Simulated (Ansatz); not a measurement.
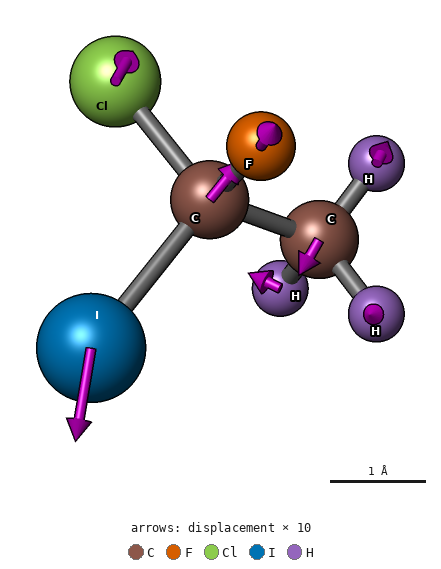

A relaxation of C2H3ClFI (coarse preliminary run). The starting structure is drawn; purple arrows show the displacements, magnified 10 times. The two geometries are superimposed by the best rigid fit.

Style: ball-and-stick. Shown at a tilt.

The start comes from a force field.

The calculation used Ansatz, RKS PBE-D4/def2-SVP.

Input
```yaml
crystal:
  periodic: [false, false, false]
  atoms:
    - {symbol: C, position_ang: [-0.250600, -0.436000, 0.699000]}
    - {symbol: C, position_ang: [0.319800, 0.250200, -0.538200]}
    - {symbol: F, position_ang: [1.630700, 0.369000, -0.342700]}
    - {symbol: Cl, position_ang: [0.128500, -0.750900, -1.976400]}
    - {symbol: I, position_ang: [-0.456200, 2.156300, -0.939600]}
    - {symbol: H, position_ang: [-0.111100, 0.227600, 1.581700]}
    - {symbol: H, position_ang: [-1.355700, -0.516900, 0.590400]}
    - {symbol: H, position_ang: [0.186700, -1.356400, 0.869900]}
basis:
  gaussian: {orbitals: def2-SVP}
hamiltonian: {xc: pbe, dispersion: d4}
relax: {f_tol: 0.03, max_steps: 200}
```

**Describe the change and its energy.**

After 5 geometry steps the energy has fallen by 30.1 kJ/mol. The largest force component goes from 3.3 to 0.0067 eV/Å. The largest move after the best rigid fit is that of I5, 0.10 Å. Largest moves by element: I 0.10 Å, Cl 0.07 Å, F 0.06 Å, C 0.06 Å, H 0.04 Å. Near-neighbour distances that change, for instance: C2–I5 2.097 → 2.235 Å, C1–H8 1.033 → 1.109 Å, C2–Cl4 1.763 → 1.792 Å, C2–F3 1.331 → 1.352 Å. Bond angles that change, for instance: H6–C1–H7 104.2° → 109.5°, C1–C2–I5 115.2° → 110.0°, C1–C2–F3 106.8° → 110.7°. The run took about 30 core-seconds on a shared host.
